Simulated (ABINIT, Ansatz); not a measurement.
# A GW chain in ABINIT: Rb2Pd (Fm-3m)

Aim: the G0W0 gap of Rb2Pd (Fm-3m) on PBEsol, step by step.

Main program and level: ABINIT 10.8.3; PBEsol and many-body steps on it, plane waves.

In doubt: a PseudoDojo file used here is known to give poor structures and forces, which bears on pressures, cells, forces and phonons.

**1. The structure**

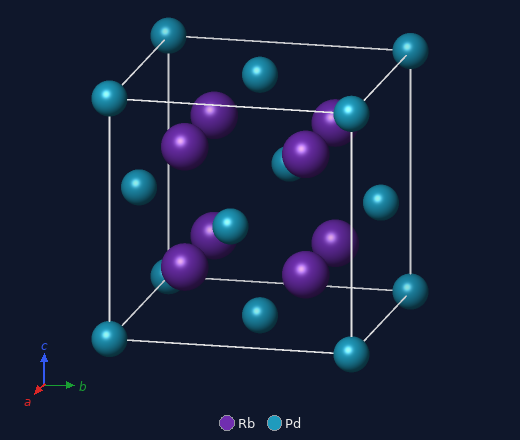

The starting structure, seen slightly off an axis (rubidium purple, palladium blue). This picture shows the conventional cell, with its axes. Some periodic images of atoms are drawn too.

The cell and positions are those that the Materials Project relaxed with its own functionals (PBE, PBE+U or r2SCAN), kept fixed.

**2. Ground state**

This step: ABINIT 10.8.3; DFT, PBEsol, plane waves, norm-conserving pseudopotentials.

The ground-state density comes first.

run.abi reads:

```
acell 3*1.0 Angstrom
rprim 
  -0.000000000000 4.123218000000 4.123218000000
  4.123218000000 0.000000000000 4.123218000000
  4.123218000000 4.123218000000 0.000000000000
ntypat 2
znucl 37 46
natom 3
typat 1 1 2
xred 
  0.250000000000 0.250000000000 0.250000000000
  0.750000000000 0.750000000000 0.750000000000
  0.000000000000 0.000000000000 0.000000000000
pp_dirpath "pseudos"
pseudos "Rb.upf, Pd.upf"
ecut 37
ngkpt 4 4 4
nshiftk 1
shiftk 0 0 0
kptopt 1
chksymbreak 0
nband 23
occopt 1
tolvrs 1e-10
nstep 60
prtwf 0
optforces 0
optstress 0
indata_prefix "in"
outdata_prefix "out"
tmpdata_prefix "tmp"
```

On the command line:

```sh
OMP_NUM_THREADS=1 mpirun -n 4 abinit run.abi > log
```

Numbers of over 12 decimals in the logs are rounded to 6 here.

Output:

```text
.Version 10.8.3 of ABINIT. v10.8.2 released Aug 2026.

 Symmetries : space group Fm -3 m (#225); Bravais cF (face-center cubic)
================================================================================
 Values of the parameters that define the memory need of the present run
     intxc =       0    ionmov =       0      iscf =       7    lmnmax =       6
     lnmax =       6     mgfft =      64  mpssoang =       3    mqgrid =    3001
     natom =       3  nloc_mem =       1    nspden =       1   nspinor =       1
    nsppol =       1      nsym =      48    n1xccc =    2501    ntypat =       2
    occopt =       1   xclevel =       2
-    mband =          23        mffmem =           1         mkmem =           2
       mpw =       10197          nfft =      262144          nkpt =           8
================================================================================
  Rough estimation (10% accuracy) of disk space for files :
================================================================================

--------------------------------------------------------------------------------
------------- Echo of variables that govern the present computation ------------
--------------------------------------------------------------------------------
 -outvars: echo values of preprocessed input variables --------
            acell      1.8897261259E+00  1.8897261259E+00  1.8897261259E+00 Bohr

      chksymbreak           0
             ecut      3.70000000E+01 Hartree
-          fftalg         312

              ixc     -116133
              kpt      0.00000000E+00  0.00000000E+00  0.00000000E+00
                       2.50000000E-01  0.00000000E+00  0.00000000E+00
                       5.00000000E-01  0.00000000E+00  0.00000000E+00
                       2.50000000E-01  2.50000000E-01  0.00000000E+00
                       5.00000000E-01  2.50000000E-01  0.00000000E+00
                      -2.50000000E-01  2.50000000E-01  0.00000000E+00
                       5.00000000E-01  5.00000000E-01  0.00000000E+00
                      -2.50000000E-01  5.00000000E-01  2.50000000E-01
         kptrlatt        4    0    0      0    4    0      0    0    4
          kptrlen      4.40768098E+01
P           mkmem           2
            natom           3
            nband          23
            ngfft          64      64      64
             nkpt           8
            nstep          60
             nsym          48
           ntypat           2
              occ      2.000000  2.000000  2.000000  2.000000  2.000000  2.000000
                       2.000000  2.000000  2.000000  2.000000  2.000000  2.000000
                       2.000000  2.000000  2.000000  2.000000  2.000000  2.000000
                       0.000000  0.000000  0.000000  0.000000  0.000000
        optforces           0
        optstress           0
            prtwf           0
            rprim     -0.0000000000E+00  4.1232180000E+00  4.1232180000E+00
                       4.1232180000E+00  0.0000000000E+00  4.1232180000E+00
                       4.1232180000E+00  4.1232180000E+00  0.0000000000E+00
          spgroup         225

           tolvrs      1.00000000E-10

             xred      2.5000000000E-01  2.5000000000E-01  2.5000000000E-01
                       7.5000000000E-01  7.5000000000E-01  7.5000000000E-01
[...]
znucl       37.00000   46.00000

================================================================================

 chkinp: Checking input parameters for consistency.

================================================================================
== DATASET  1 ==================================================================
-   mpi_nproc: 4, omp_nthreads: 1 (-1 if OMP is not activated)

--- !DatasetInfo
iteration_state: {dtset: 1, }
dimensions: {natom: 3, nkpt: 8, mband: 23, nsppol: 1, nspinor: 1, nspden: 1, mpw: 10197, }
cutoff_energies: {ecut:  37.0, pawecutdg:  -1.0, }
electrons: {nelect:   3.60000000E+01, charge:   0.00000000E+00, occopt:   1.00000000E+00, tsmear:   1.00000000E-02, }

 Real(R)+Recip(G) space primitive vectors, cartesian coordinates (Bohr,Bohr^-1):
 R(1)=  0.0000000  7.7917528  7.7917528  G(1)= -0.0641704  0.0641704  0.0641704
 R(2)=  7.7917528  0.0000000  7.7917528  G(2)=  0.0641704 -0.0641704  0.0641704
 R(3)=  7.7917528  7.7917528  0.0000000  G(3)=  0.0641704  0.0641704 -0.0641704
 Unit cell volume ucvol=  9.4609662E+02 bohr^3
 Angles (23,13,12)=  6.00000000E+01  6.00000000E+01  6.00000000E+01 degrees

 getcut: wavevector=  0.0000  0.0000  0.0000  ngfft=  64  64  64
         ecut(hartree)=     37.000   => boxcut(ratio)=   2.12111

--- Pseudopotential description ------------------------------------------------
- Rb Generated using ONCVPSP code by D. R. Hamann
- 37.00000   9.00000  180301                  znucl, zion, pspdat
12 -116133 2 -1 2280                          pspcod,pspxc,lmax,lloc,mmax
     nproj     2     2     2
  pspatm : epsatm=   34.48401057
         --- l  ekb(1:nproj) -->
[...]
pspatm: atomic psp has been read  and splines computed

- Pd Generated using ONCVPSP code by D. R. Hamann
- 46.00000  18.00000  180301                  znucl, zion, pspdat
12 -116133 2 -1 1238                          pspcod,pspxc,lmax,lloc,mmax
     nproj     2     2     2
  pspatm : epsatm=   26.17260746
         --- l  ekb(1:nproj) -->
[...]
pspatm: atomic psp has been read  and splines computed

   3.42506263E+03                                ecore*ucvol(ha*bohr**3)
--------------------------------------------------------------------------------

_setup2: Arith. and geom. avg. npw (full set) are   10174.828   10174.804

================================================================================

--- !BeginCycle
iteration_state: {dtset: 1, }
solver: {iscf: 7, nstep: 60, nline: 4, wfoptalg: 0, }
tolerances: {tolvrs: 1.00E-10, }

     iter   Etot(hartree)      deltaE(h)  residm     vres2
 ETOT  1  -185.03574530536    -1.850E+02 9.188E-02 2.822E+04
 ETOT  2  -185.48209681976    -4.464E-01 4.347E-02 3.608E+04
 ETOT  3  -188.21062600078    -2.729E+00 1.562E-02 9.498E+03
 ETOT  4  -188.52083252062    -3.102E-01 1.075E-02 5.023E+03
 ETOT  5  -188.75148123319    -2.306E-01 2.312E-03 2.091E+03
 ETOT  6  -188.80239016754    -5.091E-02 1.011E-03 1.438E+03
 ETOT  7  -188.88280398400    -8.041E-02 1.348E-03 4.807E+02
 ETOT  8  -188.88472814514    -1.924E-03 4.050E-04 4.522E+02
 ETOT  9  -188.91652510842    -3.180E-02 2.758E-04 9.150E+01
 ETOT 10  -188.92144500316    -4.920E-03 1.929E-04 3.165E+01
[...]
ETOT 18  -188.92459116223    -9.305E-09 8.312E-06 1.137E-05
 ETOT 19  -188.92459116294    -7.098E-10 6.292E-06 3.484E-07
 ETOT 20  -188.92459116296    -2.680E-11 2.243E-06 1.493E-09
 ETOT 21  -188.92459116295     1.646E-11 1.736E-06 5.375E-10
 ETOT 22  -188.92459116296    -1.535E-11 5.983E-07 4.325E-12

 At SCF step   22       vres2   =  4.32E-12 < tolvrs=  1.00E-10 =>converged.

--- !ResultsGS
iteration_state: {dtset: 1, }
comment   : Summary of ground state results
lattice_vectors:
- [ -0.0000000,   7.7917528,   7.7917528, ]
- [  7.7917528,   0.0000000,   7.7917528, ]
- [  7.7917528,   7.7917528,   0.0000000, ]
lattice_lengths: [  11.01920,   11.01920,   11.01920, ]
lattice_angles: [ 60.000,  60.000,  60.000, ] # degrees, (23, 13, 12)
lattice_volume:   9.4609662E+02
convergence: {deltae: -1.535E-11, res2:  4.325E-12, residm:  5.983E-07, diffor:  0.000E+00, }
etotal    :  -1.88924591E+02
entropy   :   0.00000000E+00
fermie    :   4.92146730E-02
cartesian_stress_tensor: null
pressure_GPa: null
xred      :
- [  2.5000E-01,   2.5000E-01,   2.5000E-01, Rb]
- [  7.5000E-01,   7.5000E-01,   7.5000E-01, Rb]
- [  0.0000E+00,   0.0000E+00,   0.0000E+00, Pd]
cartesian_forces: null
force_length_stats: {min: null, max: null, mean: null, }

 Integrated electronic density in atomic spheres:
 ------------------------------------------------
 Atom  Sphere_radius  Integrated_density
[...]
2        2.00000          5.98743220
    3        2.00000         15.34656867
================================================================================

 ----iterations are completed or convergence reached----

 Mean square residual over all n,k,spin=   34.313E-10; max=  59.826E-08
 reduced coordinates (array xred) for    3 atoms
       0.250000000000      0.250000000000      0.250000000000
       0.750000000000      0.750000000000      0.750000000000
       0.000000000000      0.000000000000      0.000000000000
 rms dE/dt=  0.0000E+00; max dE/dt=  0.0000E+00; dE/dt below (all hartree)
    1       0.000000000000      0.000000000000      0.000000000000
    2       0.000000000000      0.000000000000      0.000000000000
    3       0.000000000000      0.000000000000      0.000000000000

 cartesian coordinates (angstrom) at end:
    1      2.061609     2.061609     2.061609
    2      6.184827     6.184827     6.184827
    3      0.000000     0.000000     0.000000
 length scales=  1.889726125908  1.889726125908  1.889726125908 bohr
              =  1.000000000000  1.000000000000  1.000000000000 angstroms
 prteigrs : about to open file out_EIG
 Fermi (or HOMO) energy (hartree) =   0.04921   Average Vxc (hartree)=  -0.26899
 Eigenvalues (hartree) for nkpt=   8  k points:
 kpt#   1, nband= 23, wtk=  0.01563, kpt=  0.0000  0.0000  0.0000 (reduced coord)
  -2.96403   -1.70726   -1.70726   -1.70726   -0.95528   -0.95319   -0.37537   -0.37537
  -0.37537   -0.36607   -0.36607   -0.36607   -0.01777    0.02696    0.02696    0.03085
   0.03085    0.03085    0.14156    0.14156    0.14156    0.20433    0.20433
 prteigrs : prtvol=0 or 1, do not print more k-points.

--- !EnergyTerms
iteration_state     : {dtset: 1, }
comment             : Components of total free energy in Hartree
kinetic             :  6.01974576887527E+01
hartree             :  6.80115154208117E+01
xc                  : -3.44605665583040E+01
Ewald energy        : -9.38310765075901E+01
psp_core            :  3.62020386929205E+00
local_psp           : -1.91222798383946E+02
non_local_psp       : -1.23932669197705E+00
total_energy        : -1.88924591162961E+02
total_energy_eV     : -5.14090002149938E+03
band_energy         : -2.41021055770707E+01

== END DATASET(S) ==============================================================
================================================================================

 -outvars: echo values of variables after computation  --------
           etotal     -1.8892459116E+02
            nband          23
             nkpt           8
          spgroup         225
 [... the other variables as echoed above ...]

 Calculation completed.
```

It took 56 s on 4 MPI ranks of Arm Neoverse N1, shared host; peak memory 0.59 GiB.

This step gave:

| Quantity | Value |
| --- | --- |
| total energy | -5140.9000 eV |
| gap | 0.8553 eV |
| k of the valence top | -0.25, 0.5, 0.25 |
| k of the conduction bottom | 0.5, 0, 0 |
| least direct gap | 0.8898 eV |

The gap is indirect, with the least direct gap 0.03 eV higher.

(Continued in part 2 of 3.)

[Paths, hosts, dates, memory and timing lines, banners, echoed tables and standing remarks are left out of the program output.]

[Logs are printed without paths, hosts, clocks, repeated set-up lines and the standing remarks that a program may print on its own settings, such as how far it seeks lower states.]

[Runs of the session that timed out or met a known fault of the program may be left out.]

[Hosts, paths, dates, database ids (printed as entryN), source tags and the programs' standing remarks are cut or masked in the printed files.]

[G0W0 gaps are taken among the corrected bands and points alone; a level outside them can change the order at an edge.]

[Where Ansatz stands beside ABINIT at settings called matched, ABINIT's density can come from a denser mesh and the files from another edition; pairs whose starting gaps differed by over 0.03 eV were left out, so agreement reads better than it is.]
